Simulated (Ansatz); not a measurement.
# C₂H₆AlF₃S: basis-set convergence

Aim: see how fast density functionals converge with the basis set for C₂H₆AlF₃S.

Method: one geometry, several basis sets; program: Ansatz 0.2.0, Gaussian basis.

Levels to be run: PBE0-D4/def2-SVP; ωB97M-V/def2-SVP; PBE0-D4/def2-QZVPP; ωB97M-V/def2-QZVPP; the functionals' def2-TZVPP values are taken from earlier runs.

### Step 1. The geometry

The geometry comes from an earlier relaxation with PBE0-D4 in a triple-zeta def2 set; it is a stationary point, not always the lowest conformer.

SMILES `C[S+](C)[Al-]([F])([F])[F]`, 13 atoms, charge 0, spin multiplicity 1.

Atoms are counted from 1 here; the program's logs count them from 0.

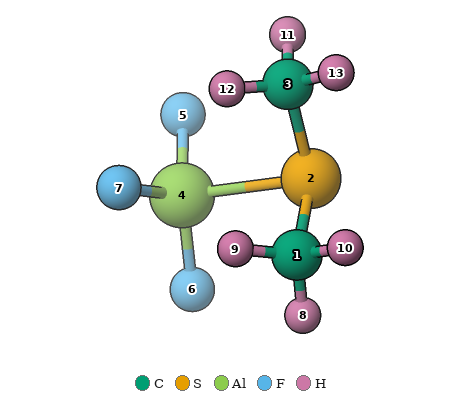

The structure; carbon teal, sulfur amber, aluminium green, fluorine blue, hydrogen pink; atoms are numbered from 1 in the order of the file.

### Step 2. PBE0-D4 in def2-SVP

File in.yaml:

```yaml
crystal:
  periodic: [false, false, false]
  atoms:
    - {symbol: C, position_ang: [-0.628048, -1.559469, -0.120996]}
    - {symbol: S, position_ang: [0.256113, -0.219515, -0.932726]}
    - {symbol: C, position_ang: [1.675548, -0.016386, 0.153620]}
    - {symbol: Al, position_ang: [-1.058208, 1.611566, -0.150601]}
    - {symbol: F, position_ang: [-0.131184, 2.897468, -0.619312]}
    - {symbol: F, position_ang: [-2.495708, 1.336009, -0.918440]}
    - {symbol: F, position_ang: [-1.032271, 1.261794, 1.474506]}
    - {symbol: H, position_ang: [-1.573051, -1.677508, -0.650713]}
    - {symbol: H, position_ang: [-0.819798, -1.303024, 0.920336]}
    - {symbol: H, position_ang: [-0.045153, -2.476302, -0.200767]}
    - {symbol: H, position_ang: [2.213795, 0.864297, -0.196006]}
    - {symbol: H, position_ang: [1.341557, 0.140007, 1.178775]}
    - {symbol: H, position_ang: [2.316708, -0.893737, 0.077125]}
basis:
  gaussian: {orbitals: def2-SVP}
hamiltonian: {xc: pbe0, dispersion: d4}
output: {orbitals: {seedname: orbitals}}
```

Started as:

```
$ ansatz run in.yaml --threads 4 --pin off --events-out ev --progress --plain --max-ram 11315MiB
```

Standard output:

```text
Functional definition: PBE0
  name "PBE0"
  cite "Adamo & Barone, J. Chem. Phys. 110, 6158 (1999) doi:10.1063/1.478522"
  cite "Perdew, Burke & Ernzerhof, Phys. Rev. Lett. 77, 3865 (1996) doi:10.1103/PhysRevLett.77.3865"
  parent pbe
  parameter a = 0.25
  parameter kappa = 0.804
  parameter beta = 0.06672455060314922
  exchange = (1 - a)*pbe_x(kappa = kappa, mu = beta*pi^2/3) + a*exact_x
  correlation = pbe_c(beta = beta)
1302 factors; integrals over basis functions are off by at most 1.4e-3 eV
mean field evaluation 1: about -27721.6436 eV, gradient 7.1e1 eV
mean field evaluation 2: about -27714.4737 eV, gradient 9.8e1 eV
mean field evaluation 4: about -27730.7695 eV, gradient 2.5e0 eV
mean field evaluation 8: about -27731.0352 eV, gradient 1.9e-1 eV
mean field evaluation 16: about -27731.0353 eV, gradient 5.3e-5 eV
mean field -27731.03530169 eV, -1019.0967505663 hartree, gradient 5.3e-5 eV, S^2 0.000000; 0 other end points of the search recorded, 0 dependent functions left out
reference -27731.03533736 eV, -1019.0967518772 hartree; 37, 37 occupied and 99, 99 virtual orbitals, 1302 factors
Total energy: -27731.30837364 eV, -1019.1067857753 hartree
```

Wall time 1.1 s (4 threads of Intel Xeon 6975P-C, shared host); peak memory 0.37 GiB.

### Step 3. ωB97M-V in def2-SVP

Changes to in.yaml since step 2:

```diff
@@ -18,3 +18,3 @@
   gaussian: {orbitals: def2-SVP}
-hamiltonian: {xc: pbe0, dispersion: d4}
+hamiltonian: {xc: {name: wB97M-V}}
 output: {orbitals: {seedname: orbitals}}
```

Launched as before.

Standard output (excerpt; [...] marks lines left out):

```text
Functional definition: wB97M-V
  name "wB97M-V"
  cite "Mardirossian & Head-Gordon, J. Chem. Phys. 144, 214110 (2016) doi:10.1063/1.4952647"
  cite "Becke, J. Chem. Phys. 107, 8554 (1997) doi:10.1063/1.475007"
  cite "Vydrov & Van Voorhis, J. Chem. Phys. 133, 244103 (2010) doi:10.1063/1.3521275"
  # Of w^i u^j: cxij and so on, Table III.
[...]
  gx(w, u) = 1 - cx + cx01*u + cx10*w
  gss(w, u) = css00 + css04*u^4 + css10*w + css20*w^2 + css43*w^4*u^3
  gos(w, u) = cos00 + cos10*w + (cos20 + cos21*u)*w^2 + (cos60 + cos61*u)*w^6
[...]
      + integral(e_c_pw_mod_opposite_spin*gos(b97_w_opposite, b97_u_opposite)) + vv10(b, c)
1302 factors; integrals over basis functions are off by at most 1.4e-3 eV
360 factors; integrals over basis functions are off by at most 7.5e-6 eV
[...]
mean field -27743.97412960 eV, -1019.5722437218 hartree, gradient 4.2e-5 eV, S^2 0.000000; 0 other end points of the search recorded, 0 dependent functions left out
reference -27743.97418365 eV, -1019.5722457080 hartree; 37, 37 occupied and 99, 99 virtual orbitals, 1302 factors
Total energy: -27743.97418365 eV, -1019.5722457080 hartree
```

It took 3.5 s on 4 threads of Intel Xeon 6975P-C, shared host; peak memory 0.54 GiB.

### Step 4. PBE0-D4 in def2-QZVPP

Changes to in.yaml since step 3:

```diff
@@ -17,4 +17,4 @@
 basis:
-  gaussian: {orbitals: def2-SVP}
-hamiltonian: {xc: {name: wB97M-V}}
+  gaussian: {orbitals: "def2-QZVPP.json"}
+hamiltonian: {xc: pbe0, dispersion: d4}
 output: {orbitals: {seedname: orbitals}}
```

The command is unchanged.

Standard output:

```text
Functional definition: PBE0
  name "PBE0"
  cite "Adamo & Barone, J. Chem. Phys. 110, 6158 (1999) doi:10.1063/1.478522"
  cite "Perdew, Burke & Ernzerhof, Phys. Rev. Lett. 77, 3865 (1996) doi:10.1103/PhysRevLett.77.3865"
  parent pbe
  parameter a = 0.25
  parameter kappa = 0.804
  parameter beta = 0.06672455060314922
  exchange = (1 - a)*pbe_x(kappa = kappa, mu = beta*pi^2/3) + a*exact_x
  correlation = pbe_c(beta = beta)
2064 factors; their error is unknown
mean field evaluation 1: about -27739.1866 eV, gradient 8.4e1 eV
mean field evaluation 2: about -27727.8260 eV, gradient 1.2e2 eV
mean field evaluation 4: about -27751.1765 eV, gradient 3.9e0 eV
mean field evaluation 8: about -27751.2090 eV, gradient 4.7e-2 eV
mean field evaluation 16: about -27751.2295 eV, gradient 4.2e-5 eV
mean field -27751.22952517 eV, -1019.8388745912 hartree, gradient 4.2e-5 eV, S^2 0.000000; 0 other end points of the search recorded, 0 dependent functions left out
reference -27751.22957380 eV, -1019.8388763780 hartree; 37, 37 occupied and 568, 568 virtual orbitals, 2064 factors
Total energy: -27751.50261007 eV, -1019.8489102761 hartree
```

Run time: 11 s. Hardware: 4 threads of Intel Xeon 6975P-C, shared host; peak memory 2.9 GiB.

### Step 5. ωB97M-V in def2-QZVPP

Changes to in.yaml since step 4:

```diff
@@ -18,3 +18,3 @@
   gaussian: {orbitals: "def2-QZVPP.json"}
-hamiltonian: {xc: pbe0, dispersion: d4}
+hamiltonian: {xc: {name: wB97M-V}}
 output: {orbitals: {seedname: orbitals}}
```

Launched as before.

Standard output (excerpt; [...] marks lines left out):

```text
Functional definition: wB97M-V
  name "wB97M-V"
  cite "Mardirossian & Head-Gordon, J. Chem. Phys. 144, 214110 (2016) doi:10.1063/1.4952647"
  cite "Becke, J. Chem. Phys. 107, 8554 (1997) doi:10.1063/1.475007"
  cite "Vydrov & Van Voorhis, J. Chem. Phys. 133, 244103 (2010) doi:10.1063/1.3521275"
  # Of w^i u^j: cxij and so on, Table III.
[...]
  gx(w, u) = 1 - cx + cx01*u + cx10*w
  gss(w, u) = css00 + css04*u^4 + css10*w + css20*w^2 + css43*w^4*u^3
  gos(w, u) = cos00 + cos10*w + (cos20 + cos21*u)*w^2 + (cos60 + cos61*u)*w^6
[...]
      + integral(e_c_pw_mod_opposite_spin*gos(b97_w_opposite, b97_u_opposite)) + vv10(b, c)
1993 factors; their error is unknown
454 factors; integrals over basis functions are off by at most 5.8e-6 eV
[...]
mean field -27764.41903846 eV, -1020.3235802643 hartree, gradient 5.2e-5 eV, S^2 0.000000; 0 other end points of the search recorded, 0 dependent functions left out
reference -27764.41911740 eV, -1020.3235831654 hartree; 37, 37 occupied and 568, 568 virtual orbitals, 1993 factors
Total energy: -27764.41911740 eV, -1020.3235831654 hartree
```

It took 18 s on 4 threads of Intel Xeon 6975P-C, shared host; peak memory 3.4 GiB.

### Step 6. Density functionals: the series

The def2-TZVPP values come from earlier runs at the same geometry.

```
functional       basis  functions  energy (eV)  from the largest (eV)  HOMO (eV)  LUMO (eV)
   PBE0-D4    def2-SVP        136  -27731.3084                 20.194      -8.77       0.11
   PBE0-D4  def2-TZVPP        323  -27750.3392                  1.163      -8.75      -0.29
   PBE0-D4  def2-QZVPP        605  -27751.5026                  0.000      -8.77      -0.43
   ωB97M-V    def2-SVP        136  -27743.9742                 20.445     -10.94       2.20
   ωB97M-V  def2-TZVPP        323  -27763.3186                  1.101     -10.94       1.64
   ωB97M-V  def2-QZVPP        605  -27764.4191                  0.000     -10.96       1.19
```

### Step 7. Outcome

| quantity | value |
| --- | --- |
| PBE0-D4: double and triple zeta above quadruple | 20.19, 1.16 eV |
| ωB97M-V: double and triple zeta above quadruple | 20.44, 1.10 eV |

In words: PBE0-D4 gains 19.03 eV from double to triple zeta, then 1.16 eV more. Total energies overstate the basis error of differences, where much of it tends to cancel. The LUMO of ωB97M-V is positive and keeps falling with the basis (2.20 to 1.19 eV): an unbound level that the basis holds in place.

For PBE0-D4 the largest set took about 10 times as long as the smallest (11 s against 1.1 s).
